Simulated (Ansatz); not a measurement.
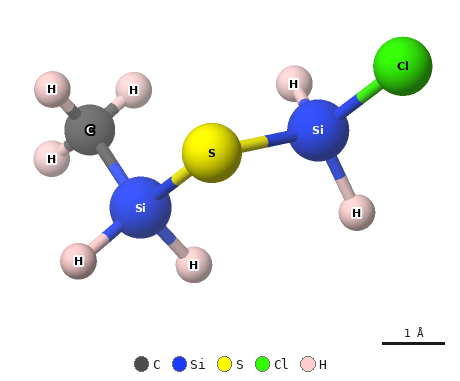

This is the input geometry for a relaxation of CH$_{7}$ClSSi$_{2}$ (coarse preliminary run). Style: ball-and-stick. Shown at a tilt.

The start comes from a force field.

Level of theory: Ansatz 0.2.0, RKS PBE-D4/def2-SVP.

Input
```yaml
crystal:
  periodic: [false, false, false]
  atoms:
    - {symbol: C, position_ang: [-1.925900, -0.318400, 0.115500]}
    - {symbol: Si, position_ang: [-0.353100, -1.110400, -0.478400]}
    - {symbol: S, position_ang: [1.242100, -0.890600, 0.933100]}
    - {symbol: Si, position_ang: [1.794800, 1.115100, 0.302900]}
    - {symbol: Cl, position_ang: [3.231900, 1.853000, 1.538800]}
    - {symbol: H, position_ang: [-2.185400, -0.751500, 1.110400]}
    - {symbol: H, position_ang: [-2.700900, -0.514900, -0.559300]}
    - {symbol: H, position_ang: [-1.808500, 0.755400, 0.277300]}
    - {symbol: H, position_ang: [-0.563200, -2.569100, -0.704300]}
    - {symbol: H, position_ang: [0.097300, -0.575000, -1.814700]}
    - {symbol: H, position_ang: [2.378000, 1.063500, -1.124400]}
    - {symbol: H, position_ang: [0.610800, 1.997700, 0.342400]}
basis:
  gaussian: {orbitals: def2-SVP}
hamiltonian: {xc: pbe, dispersion: d4}
relax: {f_tol: 0.03, max_steps: 200}
```

**Predict the outcome.**

Over 11 geometry steps the energy falls by 0.167 eV. The largest force component goes from 1.9 to 0.023 eV/Å. The forces were under the threshold at step 4, but the run went on from there. The atom that moves furthest after the best rigid fit is H12 (0.43 Å). By element the largest moves are H 0.43 Å, Cl 0.30 Å, Si 0.15 Å, C 0.11 Å, S 0.07 Å. Near-neighbour distances that change, for instance: C1–H7 1.046 → 1.110 Å, Si4–Cl5 2.034 → 2.078 Å, Si4–H11 1.543 → 1.501 Å, Si2–S3 2.141 → 2.181 Å. Among the angles between lasting bonds that change: H9–Si2–H10 104.8° → 108.9°, H7–C1–H8 111.1° → 108.4°, H6–C1–H8 105.9° → 108.3°. The run took of the order of 80 core-seconds on a shared host.

Final geometry:

```xyz
12

C    -1.9653   -0.3513    0.2178
Si   -0.3884   -1.0796   -0.5050
S     1.2877   -0.8896    0.8781
Si    1.8851    1.0626    0.2011
Cl    3.0021    1.9611    1.7057
H    -2.2243   -0.8606    1.1675
H    -2.8102   -0.4758   -0.4908
H    -1.8394    0.7298    0.4262
H    -0.5294   -2.5519   -0.7653
H    -0.0246   -0.3868   -1.7947
H     2.7487    0.9840   -1.0238
H     0.6759    1.9129   -0.0775
```

The end point in the same view:

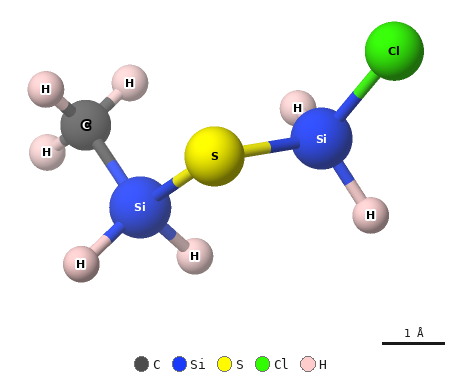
